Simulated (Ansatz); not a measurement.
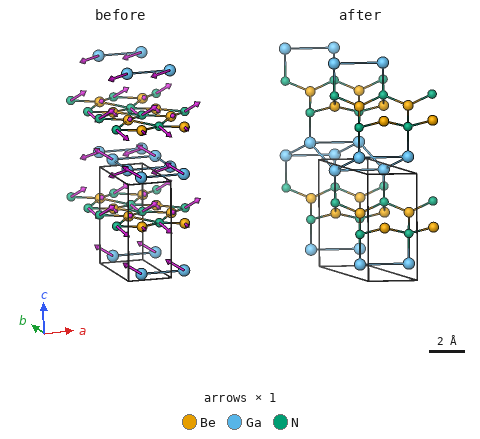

The structure of a crystal of BeGaN (a generated structure, set up in P1) (coarse preliminary run) before (left) and after (right) a relaxation, at one scale. The purple arrows give the displacements (the part carried along by the change of the cell is left out), at their true length.

Style: ball-and-stick. Shown: the cell of the calculation, repeated 2 × 2 × 2 with one cell outlined, slightly off an axis.

All numbers below come from DFT PBE, scalar-relativistic, plane waves, PAW in Ansatz 0.2.0. Set-up: plane-wave cutoff 420 eV; k-point mesh 8 × 4 × 4; occupations gaussian; smearing width 0.2 eV; no spin polarisation; cell and atoms relaxed; force threshold 0.025 eV/Å; at most 60 steps.

Q: Summarise the run.

A: The run was cut off at its time limit before the relaxation converged, so the last structure is only a point on the way. The largest moves relative to the cell, 1.42 Å, are those of Ga atoms. By element the largest moves are Ga 1.42 Å, N 1.24 Å, Be 0.42 Å. The drawn cell changes as follows: a 2.585 → 2.825 Å (+9.3 %), b 4.892 → 4.789 Å (−2.1 %), c 5.699 → 6.330 Å (+11.1 %), α 89.4° → 89.8°, β 89.4° → 90.0°, γ 92.2° → 123.3°; the volume changes by −0.6 %. Near-neighbour distances that change, for instance: Ga–N 3.281 → 1.877 Å, Be–N 1.824 → 3.198 Å, Ga–N 3.114 → 1.876 Å, Be–N 1.984 → 3.196 Å. New bonds form: Ga–N (3.11 → 1.88 Å), Ga–N (3.28 → 1.88 Å). Bonds break: Be–N (1.82 → 3.20 Å), Be–N (1.98 → 3.20 Å). Bond angles that change, for instance: Be–N–Be 176.4° → 101.3°, Be–N–Be 166.8° → 101.4°, N–Be–N 174.7° → 122.6°. The space group stays P1 (No. 1). Over 18 accepted moves (19 points after the start) the energy falls by 792 meV per atom. Largest force component: 1.8 eV/Å at the start, 0.051 eV/Å at the end. The pressure goes from 3.96 to 0.35 GPa. The line search rejected the trial step at point 18 of the run.
